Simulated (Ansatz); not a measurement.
# Lattice dynamics of LiZnF3 (model cell, started as cubic perovskite with Zn in the octahedra), part 2 of 2

Wanted: vibrations and spectra of LiZnF3 (model cell, started as cubic perovskite with Zn in the octahedra); the cell is already relaxed. After the zone centre comes a 4×4×4 q mesh on a 8×8×8 k mesh.

Ansatz 0.2.0; DFT PBEsol, scalar-relativistic, plane waves, PAW; PAW set soft_1.

So far. Step 2 (Zone-centre response): Before it was imposed, the acoustic sum rule was missed by 2.6e-4 eV/Å² and the charge sum rule by 1.3e-5 e. Small misses are needed for a sound result but don't prove that mesh and cutoff are converged. The lowest optical mode is imaginary, 231.1i cm⁻¹, so the energy falls along it.

The structure was built from a prototype and need not be the compound's stable phase.

### Step 3. Phonons on a q mesh

Stability and thermal properties need the whole zone. Linear response on a 4×4×4 q mesh gives force constants as far as a supercell of that size would, and the tensors from the zone-centre run are typed in so that the long-range dipole term is interpolated apart.

Contents of input.yaml:

```yaml
crystal:
  lattice:
    - [3.9677040432, 0.0, 0.0]
    - [0.0, 3.9677040432, 0.0]
    - [0.0, 0.0, 3.9677040432]
  atoms:
    - { symbol: Li, position: [0.0, 0.0, 0.0] }
    - { symbol: Zn, position: [0.5, 0.5, 0.5] }
    - { symbol: F, position: [0.5, 0.5, 0.0] }
    - { symbol: F, position: [0.5, 0.0, 0.5] }
    - { symbol: F, position: [0.0, 0.5, 0.5] }
kpoints:
  mp_grid: { grid: [8, 8, 8] }
hamiltonian:
  xc: pbesol
  pseudopotentials: { kind: paw, azcp: { folder: soft_1 }, xc_functional: pbe }
scf:
  occupations: { method: fixed }
output:
  eigenvalues: true
phonons:
  method: dfpt
  qmesh: [4, 4, 4]
  temperatures: { t_max: 1000, t_step: 50 }
  qpath:
    path:
      - [[0.0, 0.0, 0.0], [0.0, 0.5, 0.0], [0.5, 0.5, 0.0], [0.0, 0.0, 0.0], [0.5, 0.5, 0.5], [0.0, 0.5, 0.0]]
      - [[0.5, 0.5, 0.5], [0.5, 0.5, 0.0]]
    npoints: 10
  non_analytic_term:
    high_frequency_dielectric_tensor: [[2.29, 0.0, 0.0], [0.0, 2.29, 0.0], [0.0, 0.0, 2.29]]
    born_effective_charges:
      - { species: Li, tensor: [[1.2076, 0.0, 0.0], [0.0, 1.2076, 0.0], [0.0, 0.0, 1.2076]] }
      - { species: Zn, tensor: [[2.2074, 0.0, 0.0], [0.0, 2.2074, 0.0], [0.0, 0.0, 2.2074]] }
      - { species: F, tensor: [[-0.8576, 0.0, 0.0], [0.0, -0.8576, 0.0], [0.0, 0.0, -1.6999]] }
      - { species: F, tensor: [[-0.8576, 0.0, 0.0], [0.0, -1.6999, 0.0], [0.0, 0.0, -0.8576]] }
      - { species: F, tensor: [[-1.6999, 0.0, 0.0], [0.0, -0.8576, 0.0], [0.0, 0.0, -0.8576]] }
    source: "zone-centre run at this cell"
```

On the command line:

```sh
$ ansatz run input.yaml --threads 4 --pin off --max-ram 16384MiB --backend cpu --events-out ev --progress --plain --runs-dir out
```

Numbers of over 12 decimals in the logs are rounded to 6 here.

The program printed:

```text
[...]
Crystal: 5 atoms, lattice volume = 62.462 Å³
Basis set: ecut = 420 eV, 1213 PW (Γ), exchange–correlation on 54×54×54 points (8 copies of the dense FFT grid, shifted against one another)
Bands: 23, of which v1, the nominal top of the filled ones, is band 18 counted from 1 (17 counted from 0)
Symmetry: 48 space group operations
k-points: 35 of 512
[...]
SCF iter   1: F=—  HF=-5893.265848 eV  |F-HF|=—  |Δ(HF+E_count)|=         —  Δρ=1.82e-1  dr2=1.26e1  ethr=3.10e-3  ⟨swp⟩=4.3  Hψ=3681  notcnv=0  defer=69
[...]
SCF iter  12: F=-5888.441203 eV  HF=-5888.441203 eV  |F-HF|=1.36e-11  |Δ(HF+E_count)|=  2.53e-10  Δρ=1.08e-7  dr2=7.15e-12  ethr=1.00e-12  ⟨swp⟩=11.1  Hψ=4647  notcnv=0
SCF 1 converged in 12 iterations: F = -5888.441203 eV  dr2 = 7.15e-12
[...]
NSCF: frozen V_eff on 35 k-points
[...]
DFPT response loops at q = (0, 0, 0) (fractional): preconditioner auto → none (the input reference at scf.mixing.eps_inf says where Resta's filter doesn't serve); β = 0.50; Broyden in place of MSR1
[...]
SCF converged after 12 iterations
Free energy (F): -5888.441203 eV
[...]
Internal energy: -5888.441203 eV  (E = F + TS)
E sigma→0 (E₀):  -5888.441203 eV
Fermi energy:    2.616982 eV
[...]
--- Band table (eV; the first three rows and the last of 35) ---
  k-point 0: bands = [... 14 lower, 0.1672, 0.2433, 0.2433, 0.2433, 5.6968, 10.1296, 13.4353, 13.4353, ... 1 higher]
  k-point 1: bands = [... 14 lower, 0.2010, 0.2898, 0.2898, 0.3809, 5.9815, 10.2676, 12.5777, 13.3930, ... 1 higher]
  k-point 2: bands = [... 14 lower, 0.2220, 0.4316, 0.4316, 0.6652, 6.7213, 10.4838, 11.6454, 13.2884, ... 1 higher]
  k-point 34: bands = [... 14 lower, 0.7927, 0.7927, 2.6170, 2.6170, 10.5318, 11.9437, 11.9437, 11.9437, ... 1 higher]
--- Phonons (Γ-DFPT): 4 representative perturbations + reference (Σ response iterations 15) ---
  ASR residual: 2.630e-4 → 0.000e0 eV/Å²; symmetrization residual: 1.250e-6 eV/Å²
  ASR residual per site (eV/Å²): 1.99e-4 2.63e-4 9.51e-5 9.51e-5 9.51e-5
[...]
--- Phonons (arbitrary-q DFPT): 10 irreducible q on the 4×4×4 mesh ---
  q = [0.0000, 0.0000, 0.0000] (star 1, of the zone-centre solve; hermiticity 1.77e-7, symmetrization 2.91e-13): -231.11 -231.11 -231.11 -40.21 -40.21 -40.21 -0.00 0.00 0.00 187.72 187.72 187.72 488.99 488.99 488.99
  q = [0.0000, 0.0000, 0.2500] (star 6, 9 solved perturbations in 1560 linear systems a pass and spin channel, the states on 200 of 512 k-point pairs; hermiticity 1.65e-7, symmetrization 3.34e-13): -223.70 -223.70 -45.45 -45.45 17.03 70.75 70.75 118.39 163.57 173.61 173.61 254.73 487.56 487.56 548.97
[...]
q = [0.0000, 0.2500, -0.5000] (star 12, 15 solved perturbations on 200 of 512 k-point pairs; hermiticity 2.08e-7, symmetrization 4.53e-14): -212.63 -204.04 -158.33 -122.13 25.14 110.96 126.37 130.04 163.28 199.53 266.24 300.45 405.14 484.84 548.27
[...]
sum rule: each row above includes the acoustic sum rule's correction from the zone centre's row sums; it moved no ω² by more than (2.79 cm⁻¹)²
  mesh force constants: q→R imaginary residual 7.26e-19; ASR residual 2.630e-4 → 0.000e0 eV/Å²; symmetrization residual 8.882e-15 eV/Å²
  interpolated dispersion: 63 rows × 15 modes
  density of states and harmonic sums: on the 16×16×16 q-mesh, interpolated from the force constants of a 4×4×4 supercell (with the dipole–dipole term of supplied tensors)
  largest difference from the sums on the solved wave vectors: F 6.65e-2 eV, S 8.86e-5 and C_V 2.21e-5 eV/K
  zero-point energy: 0.167330 eV/cell   skipped modes (ω ≤ 0): 853, of them read as no rigid motion or as one in doubt: 850 (5.177e0 modes/cell left out, lowest -231.11 cm⁻¹)   left out of the sums: 3.45e-1 of the cell's modes: C_V's classical limit lies that fraction below 3 k_B per atom; for a crystal, a wire or a layer, F and S can be off by more, and a phonons.interpolated_qmesh denser along its periods is the remedy for the sampling
```

It took 6.4 min on 4 threads of Intel Xeon Platinum 8375C at 2.90GHz (Ice Lake), shared host; peak memory 2 GiB.

This step gave:

```yaml
sum_rule_residual_before_enforcement: 2.63e-4 eV/Å²
lowest_frequency_on_the_path: -231.1 cm⁻¹
highest_frequency_on_the_path_or_at_a_solved_wavevector: 578.8 cm⁻¹
lowest_mode_on_the_q_mesh_acoustic_modes_at_gamma_apart: -231.1 cm⁻¹
```

Frequencies (cm⁻¹) solved at each irreducible wavevector; negative means imaginary. Frequencies by wavevector, by row:

| q in reciprocal lattice units | star | mode 1 | mode 2 | mode 3 | mode 4 | mode 13 | mode 14 | mode 15 |
| --- | --- | --- | --- | --- | --- | --- | --- | --- |
| 0 0 0 | 1 | -231.1 | -231.1 | -231.1 | -40.2 | 489 | 489 | 489 |
| 0 0 0.25 | 6 | -223.7 | -223.7 | -45.5 | -45.5 | 487.6 | 487.6 | 549 |
| 0 0 -0.5 | 3 | -215.3 | -215.3 | -58.9 | -58.9 | 486.1 | 486.1 | 520.2 |
| 0 0.25 0.25 | 12 | -220.2 | -214.8 | -118.6 | -103.2 | 433.4 | 486.2 | 559.9 |
| 0 0.25 -0.5 | 12 | -212.6 | -204 | -158.3 | -122.1 | 405.1 | 484.8 | 548.3 |
| 0 -0.5 -0.5 | 3 | -208.1 | -208.1 | -189.2 | -161.1 | 350.4 | 483.6 | 545.7 |
| 0.25 0.25 0.25 | 8 | -219.1 | -219.1 | -123.9 | -116.7 | 431.9 | 431.9 | 572.5 |
| 0.25 0.25 -0.5 | 12 | -218.2 | -201.1 | -184.2 | -134.4 | 391.1 | 430.3 | 568.9 |
| 0.25 -0.5 -0.5 | 6 | -212.2 | -212.2 | -206.7 | -161.5 | 350.1 | 412.8 | 571.6 |
| -0.5 -0.5 -0.5 | 1 | -220.2 | -220.2 | -220.2 | -161.8 | 349.8 | 349.8 | 578.8 |

Interpolated from a 4×4×4 q mesh, with the LO-TO term (at Γ the limit along the path; where Γ stands inside the path, tables give the limit on arrival). Phonon branches along the path, in cm⁻¹:

| point | branch 1 | branch 2 | branch 3 | branch 4 | branch 12 | branch 13 | branch 14 | branch 15 |
| --- | --- | --- | --- | --- | --- | --- | --- | --- |
| Γ | -231 | -231 | -40 | -40 | 239 | 489 | 489 | 571 |
| X | -215 | -215 | -59 | -59 | 291 | 486 | 486 | 520 |
| M | -208 | -208 | -189 | -161 | 310 | 350 | 484 | 546 |
| Γ | -231 | -231 | -40 | -40 | 239 | 489 | 489 | 571 |
| R | -220 | -220 | -220 | -162 | 264 | 350 | 350 | 579 |
| X | -215 | -215 | -59 | -59 | 291 | 486 | 486 | 520 |
| jump to R | -220 | -220 | -220 | -162 | 264 | 350 | 350 | 579 |
| M | -208 | -208 | -189 | -161 | 310 | 350 | 484 | 546 |

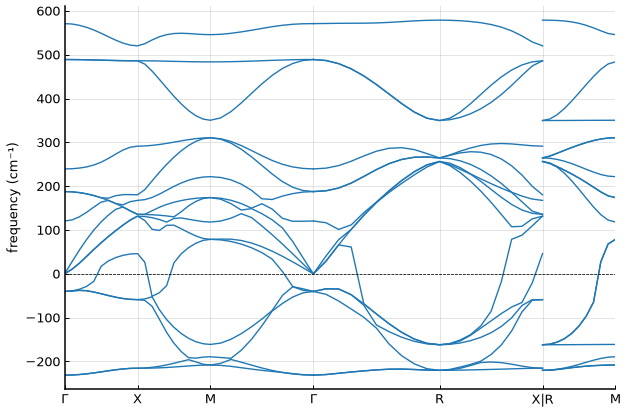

Phonon branches along the path.

The phonon density of states has structure finer than the step of the table below, so its rows give means over 50 cm⁻¹, whole bins alone (the curve runs from -235 to 585 cm⁻¹). Peaks (cm⁻¹: height): -215.0: 0.122, -155.0: 0.0230, 175.0: 0.0397, 295.0: 0.0425, 485.0: 0.0355, 565.0: 0.0367.

Tetrahedra on a 16×16×16 mesh, mean over bins of 10 cm-1. Interpolated from a 4×4×4 q mesh. Phonon density of states against wavenumber; means over each step:

| wavenumber (cm⁻¹) | phonon density of states (1/cm⁻¹/cell) |
| --- | --- |
| -200 | 0.0432 |
| -150 | 0.0180 |
| -100 | 0.0192 |
| -50 | 0.0170 |
| 0 | 0.00499 |
| 50 | 0.00972 |
| 100 | 0.0175 |
| 150 | 0.0309 |
| 200 | 0.0332 |
| 250 | 0.0215 |
| 300 | 0.0214 |
| 350 | 0.00433 |
| 400 | 0.0104 |
| 450 | 0.0156 |
| 500 | 0.00971 |
| 550 | 0.0181 |

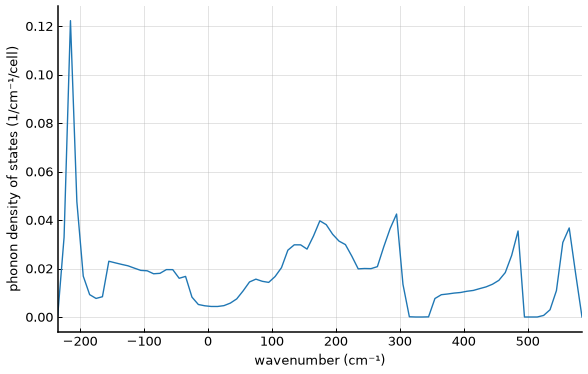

Phonon density of states, plotted against wavenumber.

The partial phonon density of states has structure finer than the step of the table below, so its rows give means over 50 cm⁻¹, whole bins alone (the curve runs from -241 to 606 cm⁻¹). Peaks (cm⁻¹: height): F -214.5: 0.0206, -123.9: 0.0193, -97.3: 0.0192, -60.0: 0.0198, 179.8: 0.0206, 478.1: 0.0270, 563.4: 0.0292; Li -214.5: 0.0712; Zn 169.1: 0.0152, 291.6: 0.0220, 483.4: 0.00367.

Phonopy on the run's constants, 15x15x15 mesh, Gaussian sigma 6.1 cm-1. Interpolated from a 4×4×4 q mesh. Table of partial phonon density of states by wavenumber; means over each step; values in 1/cm⁻¹/cell:

| wavenumber (cm⁻¹) | F | Li | Zn |
| --- | --- | --- | --- |
| -200 | 0.00920 | 0.0320 | 5.6e-4 |
| -150 | 0.0142 | 0.00367 | 3.1e-4 |
| -100 | 0.0167 | 0.00199 | 3.4e-4 |
| -50 | 0.0152 | 8.9e-4 | 0.00120 |
| 0 | 0.00294 | 1.6e-4 | 3.2e-4 |
| 50 | 0.00739 | 9.6e-4 | 0.00214 |
| 100 | 0.00917 | 0.00229 | 0.00664 |
| 150 | 0.0145 | 0.00260 | 0.0137 |
| 200 | 0.0184 | 0.00346 | 0.0109 |
| 250 | 0.0105 | 0.00404 | 0.00740 |
| 300 | 0.00629 | 0.00350 | 0.0115 |
| 350 | 0.00431 | 2.0e-6 | 1.4e-4 |
| 400 | 0.00960 | 3.6e-5 | 7.1e-4 |
| 450 | 0.0139 | 6.1e-5 | 0.00159 |
| 500 | 0.00861 | 1.7e-5 | 0.00116 |
| 550 | 0.0160 | 4.5e-4 | 0.00119 |

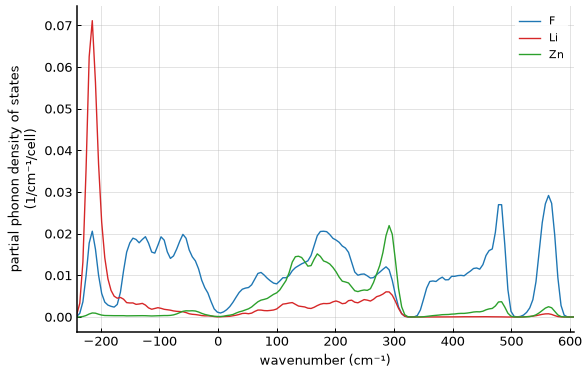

Partial phonon density of states against wavenumber.

Symmetry leaves 10 wavevectors to solve. The lowest mode among them, the acoustic zeros apart, lies at Γ and is imaginary, 231.1i cm⁻¹, so the energy falls along it.

### Step 4. What came out

| Item | Value |
| --- | --- |
| space group (within 0.01 Å) | Pm-3m |
| volume per atom | 12.5 Å³ |
| gap on the k-mesh | 3.08 eV |
| highest optical mode at the zone centre (no LO-TO term) | 489 cm⁻¹ |
| top of the zone-centre spectrum with the field | 571 cm⁻¹ |
| lowest optical zone-centre mode | -231 cm⁻¹ |
| mean high-frequency dielectric constant | 2.29 |
| largest Born charge (third of the trace) | 2.21 e |
| lowest mode on the q mesh (acoustic modes at Γ apart) | -231 cm⁻¹ |
| highest frequency on the path or at a solved wavevector | 579 cm⁻¹ |
| imaginary modes on the 4×4×4 q mesh | yes |

Modes are clearly imaginary (beyond 10i cm⁻¹) at 10 of the 10 irreducible wavevectors, most at Γ (231.1i cm⁻¹), so this structure is not a minimum of the energy. Without the field, the optical modes at Γ span -231 to 489 cm⁻¹ (negative means imaginary). The highest mode in this list at Γ, 489.0 cm⁻¹, is mostly motion of F (88 % of the kinetic energy). With the macroscopic field of the longitudinal modes the top of the zone-centre spectrum lies at 571 cm⁻¹, against 489 cm⁻¹ without it. Among the real modes, the strongest infrared line is at 489 cm⁻¹. The PAW files were made for PBE and serve the other functionals too. The starting cell was built on a prototype and not taken from a measurement, so the phase need not exist. These are harmonic frequencies at zero temperature: anharmonic shifts, linewidths and thermal expansion are left out.

[Logs are printed without paths, hosts, clocks, repeated set-up lines and the standing remarks that a program may print on its own settings, such as how far it seeks lower states.]

[Hosts, paths, dates, database ids (printed as entryN), source tags and the programs' standing remarks are cut or masked in the printed files.]
